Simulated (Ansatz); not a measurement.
```
Ta Ge Hg
1.0
     4.45975    0.00000    0.00000
     0.00000    4.45975    0.00000
     0.00000    0.00000   11.37433
Ta Ge Hg
2 4 4
Direct
  0.00000 0.00000 0.00000
  0.50000 0.50000 0.50000
  0.00000 0.00000 0.39100
  0.50000 0.50000 0.89100
  0.00000 0.00000 0.60900
  0.50000 0.50000 0.10900
  0.00000 0.50000 0.25000
  0.50000 0.00000 0.75000
  0.50000 0.00000 0.25000
  0.00000 0.50000 0.75000
```

Space group I4/mmm; built by placing these elements on a known structure type; not relaxed (largest force 1.1 eV/Å); computed without spin polarisation.

Computed with DFT, PAW plane waves, PBE in Ansatz.

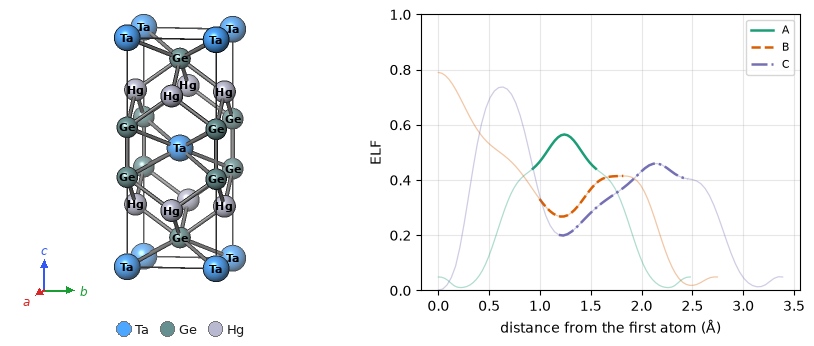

TaHg₂Ge₂. ELF along straight lines between neighbouring atoms. Thin, pale parts lie inside the atomic spheres. The structure is drawn too.

In a PAW calculation such maps are meaningful between the atoms, not at the nuclei.

Which curve belongs to which contact (Ge–Ge, Hg–Ge and Ta–Ge)? The first atom named is at distance zero.

Answer. Curve A: Ge–Ge (2.48 Å): the ELF reaches about 0.55 near the midpoint. Curve B: Hg–Ge (2.75 Å): the ELF is about 0.30 at the midpoint: no shared electron pair shows on this line. Curve C: Ta–Ge (3.39 Å): the ELF is about 0.35 at the midpoint.
